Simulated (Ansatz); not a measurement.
## Electronic structure of BrH3Si···HCl in real space

```xyz
7

Si   -0.8120   -0.5814   -0.1525
Br    1.2988   -1.3952   -0.1411
H    -1.7178   -1.7455   -0.4228
H    -1.0920    0.0101    1.1939
H    -0.9142    0.4383   -1.2434
H     1.8070    1.0175    0.2913
Cl    1.4304    2.2563    0.4747
```

Computed with RKS PBE-D4/def2-SVP in Ansatz.

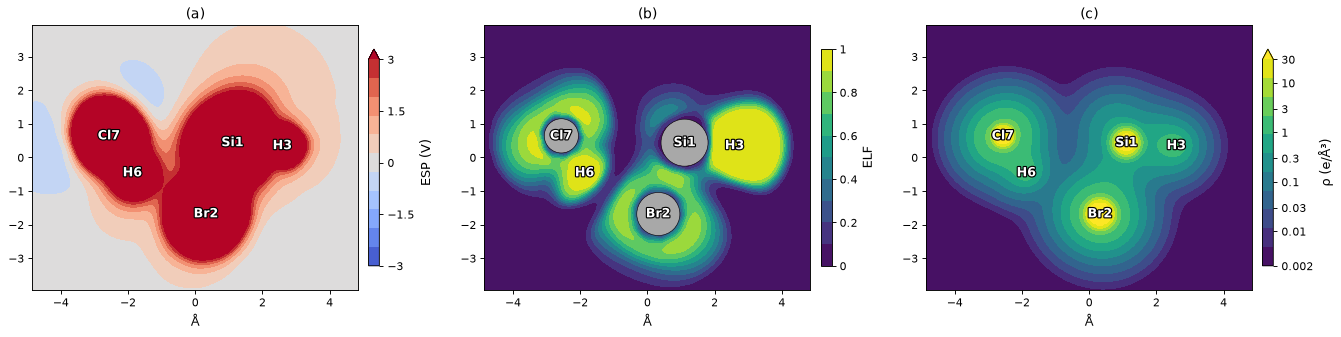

Figure 1. (a) molecular electrostatic potential; (b) electron localisation function; (c) total electron density on the plane of atoms Br2, Si1 and H3. Grey discs cover the atomic cores in the ELF map.

> Read the bonding off the picture.

The section cuts through Si, Br, H and Cl sites. Br2···H6 (2.50 Å): the density falls to about 0.12 e/Å³ on the way; the ELF dips to about 0.15 between them. Si–Br (2.26 Å): ρ is about 0.7 e/Å³ halfway, with its minimum of 0.54 e/Å³ about 0.8 Å from Si; the ELF peaks at about 0.85 between the atoms: a shared but strongly polarised pair. Cl–H (1.31 Å): the density is about 1.8 e/Å³ at the midpoint; the ELF climbs to about 1 towards the hydrogen, as it does in any bond to H: a covalent bond by its length. Si–H (1.50 Å): ρ is about 0.77 e/Å³ halfway; the ELF climbs to about 1 towards the hydrogen. The ELF also peaks beside Br2 and Cl7, away from the bonds: lone-pair regions. Outside the dense part of the complex the potential is most negative (−0.7 V) near Cl7.

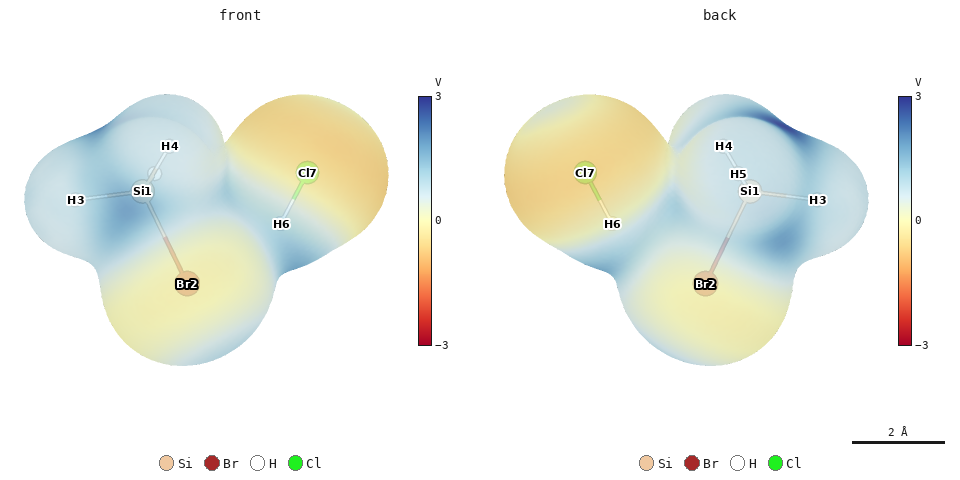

Figure 2. The electrostatic potential painted on the density surface at 0.004 e/bohr³, seen from the front and from behind; the colour scale runs from red (negative) to blue (positive).

> Where is the surface potential most negative and most positive?

The most negative region (about −0.7 V, or −16 kcal/mol for a unit charge) lies over Cl7, the most positive (about +2.6 V, or +60 kcal/mol for a unit charge) over Si1. Br2 shows a σ-hole: about +0.9 V, or +21 kcal/mol for a unit charge at the tip opposite its bond, against about +0.2 V on its flanks. Cl7 shows a σ-hole: about +0.4 V, or +9 kcal/mol for a unit charge at the tip opposite its bond, against about −0.6 V, or −14 kcal/mol for a unit charge on its flanks.

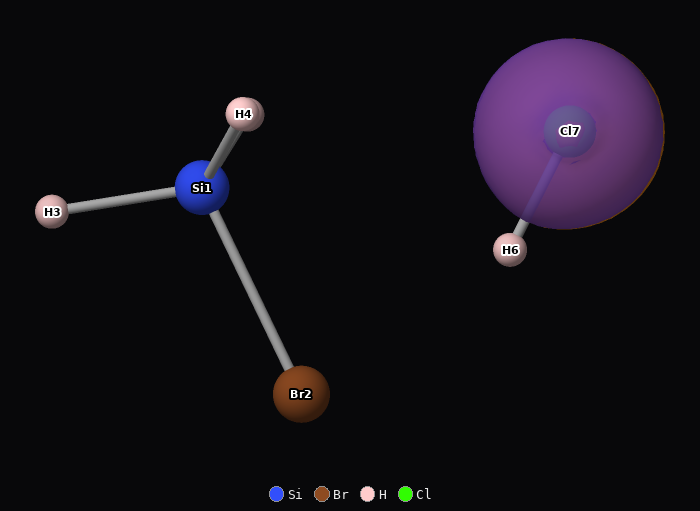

Figure 3. The HOMO at ±0.2 Å⁻³ᐟ² (orange and purple are the two phases), seen across its widest extent.

> What is the character of this orbital?

It lies mainly on Cl7 (about 90 %); largely a lone pair of Cl7. Its energy is −7.30 eV.
